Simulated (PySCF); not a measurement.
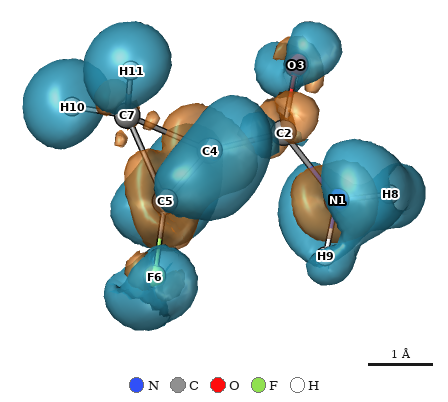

C4H4FNO, SMILES `NC(=O)C1=C(F)C1`. Fukui function f⁻ = ρ(N) − ρ(N−1) at fixed geometry, surfaces at ±0.02 e/Å³ (light blue positive, orange negative).

Method: PBE0/def2-SVPD; geometry: GFN2-xTB; program: PySCF. No frequency check shows the geometry to be a minimum.

Coordinates in Å:

```
N1       1.5533   -1.3045   -0.0004
C2       1.3018    0.0308    0.0002
O3       2.1723    0.8705    0.0003
C4      -0.1269    0.3351    0.0006
C5      -1.3771   -0.0290    0.0004
F6      -2.2774   -0.9885    0.0001
C7      -1.1895    1.4394   -0.0003
H8       2.5107   -1.6138   -0.0006
H9       0.8183   -1.9880   -0.0010
H10     -1.3663    2.0037   -0.9091
H11     -1.3672    2.0048    0.9054
```

Q: Which atoms respond most to the removal of an electron?

A: f⁻ (Hirshfeld-condensed) is largest on C4 (0.14), N1 (0.14) and C5 (0.14); the vertical ionisation energy is 9.84 eV (the stability of the cation's solution wasn't checked). Condensed values hint at sites of electrophilic attack but needn't mark the atom that reacts. Shares this close don't rank the sites. Orbital relaxation makes it negative in places (0.17 e in all).

```
atom     f⁻  charge
  N1  +0.14   −0.15
  C2  +0.03   +0.17
  O3  +0.09   −0.31
  C4  +0.14   −0.03
  C5  +0.14   +0.10
  F6  +0.10   −0.07
  C7  +0.08   −0.07
  H8  +0.06   +0.14
  H9  +0.04   +0.13
 H10  +0.09   +0.04
 H11  +0.09   +0.04
```

Run time: 3.1 min on 1 thread of Arm Neoverse V1, with other jobs on the host, peak memory 0.86 GiB.
